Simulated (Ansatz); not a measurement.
C$_{3}$H$_{6}$OSi (SMILES COC#C[SiH3])

Input file:

```
crystal:
  periodic: [false, false, false]
  atoms:
    - { symbol: C, position_ang: [0.1938, -1.8949, 1.6773] }
    - { symbol: O, position_ang: [1.0465, -1.5211, 0.6208] }
    - { symbol: C, position_ang: [0.5807, -0.4588, -0.0715] }
    - { symbol: C, position_ang: [0.306, 0.5033, -0.6825] }
    - { symbol: Si, position_ang: [-0.3438, 1.9627, -1.6708] }
    - { symbol: H, position_ang: [0.0535, -1.0093, 2.3797] }
    - { symbol: H, position_ang: [0.5674, -2.7189, 2.2003] }
    - { symbol: H, position_ang: [-0.8004, -2.0953, 1.255] }
    - { symbol: H, position_ang: [-1.631, 2.4903, -1.0715] }
    - { symbol: H, position_ang: [0.6509, 3.0718, -1.5566] }
    - { symbol: H, position_ang: [-0.5584, 1.6133, -3.0593] }
basis:
  gaussian:
    orbitals: cc-pVDZ
hamiltonian:
  xc: lc_wpbe
output:
  orbitals: {}
```

Launched as:

```sh
python run_energy.py
```

Theory: SCF lc_wpbe, Gaussian basis (Ansatz 0.2.0).

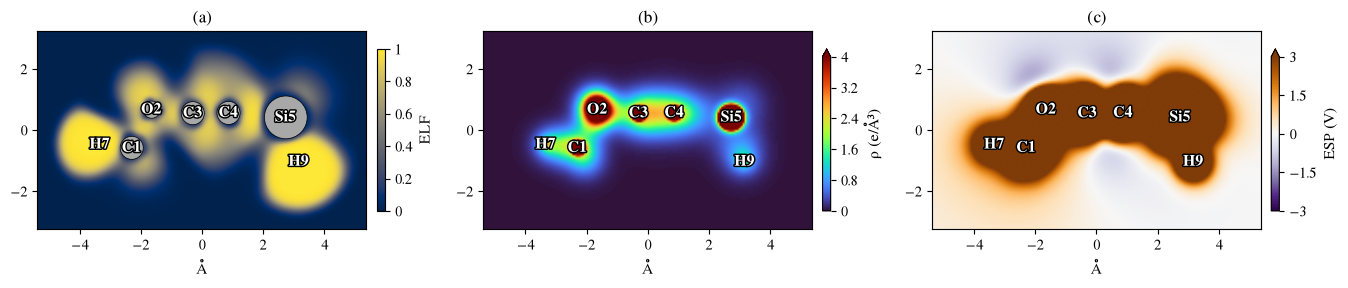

Figure 1. (a) electron localisation function; (b) total electron density; (c) electrostatic potential on the plane of atoms C1, O2 and C3. Grey discs cover the atomic cores in the ELF map.

> Describe what can be read from this map.

- The section cuts through C, O, Si and H sites.
- C–C (1.17 Å): the density is about 2.8 e/Å³ at the midpoint; the ELF peaks at about 0.80 between the atoms: a multiple bond.
- C–O (1.35 Å): ρ at the midpoint is about 2.3 e/Å³, with its minimum of 2 e/Å³ about 0.5 Å from C; the ELF peaks at about 0.90 between the atoms (a shared but strongly polarised pair).
- C–Si (1.88 Å): the density is about 0.86 e/Å³ at the midpoint; the ELF peaks at about 0.95 between the atoms; localised, covalent bonding.
- C–H (1.05 Å): ρ is about 2.2 e/Å³ halfway; the ELF climbs to about 1 towards the hydrogen, as it does in any bond to H: an ordinary covalent bond to hydrogen.
- C–O (1.41 Å): the density is about 2 e/Å³ at the midpoint, with its minimum of 1.7 e/Å³ about 0.5 Å from C; the ELF peaks at about 0.90 between the atoms; a shared but strongly polarised pair.
- The ELF also peaks beside O2, away from the bonds: lone-pair regions.
- Outside the dense part of the molecule the potential is most negative (−1.2 V) near O2.

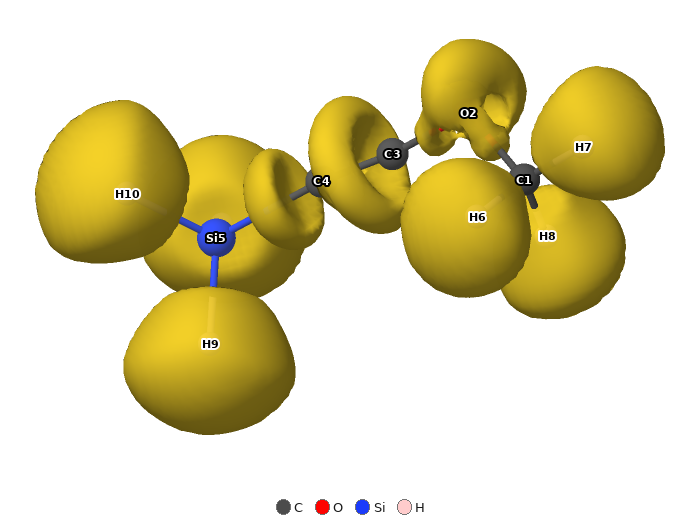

Figure 2. Isosurface of the electron localisation function at 0.8 (yellow), seen at a tilt. Only the valence region is drawn (cores and ρ < 0.01 e/Å³ removed).

> Describe the localisation domains.

The surface consists of one region between bonded C–C atoms (shared pairs), one region between bonded C–Si atoms (shared pairs), six regions around hydrogen nuclei and one region on O in which the atom's valence shell and bonds are merged.

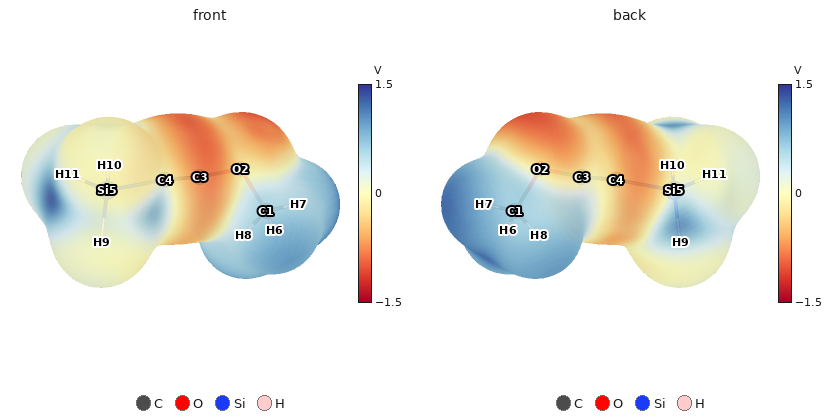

Figure 3. The electrostatic potential painted on the density surface at 0.002 e/bohr³, seen from the front and from behind; the colour scale runs from red (negative) to blue (positive).

> Where is the surface potential most negative and most positive?

The most negative region (about −1.0 V) lies over O2 and C4, the most positive (about +1.2 V) over C1, Si5 and H7.

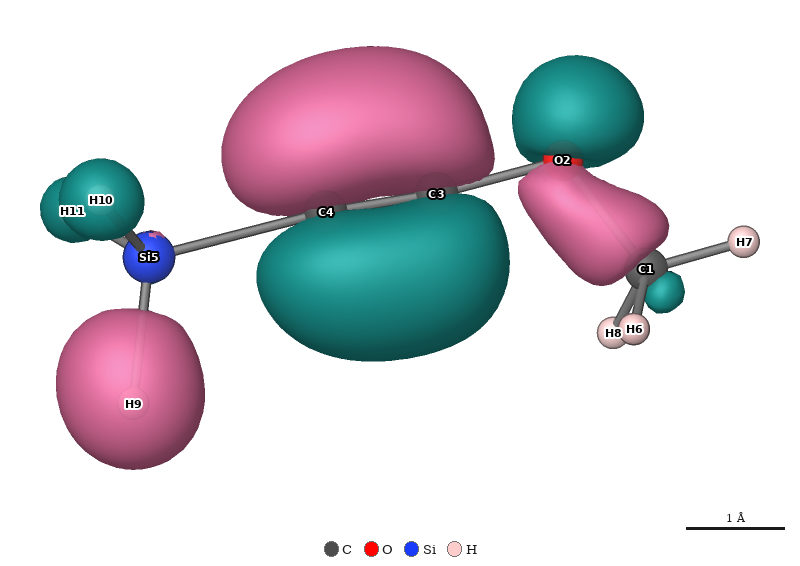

Figure 4. The HOMO−1 at ±0.1 Å⁻³ᐟ² (teal and pink are the two phases), seen across its widest extent.

> Describe this orbital and give its energy.

Its weight (Hirshfeld) is mainly on C4 (about 35 %), C3 (about 35 %) and O2 (about 10 %); π-bonding across C4–C3. Its energy is −10.65 eV.
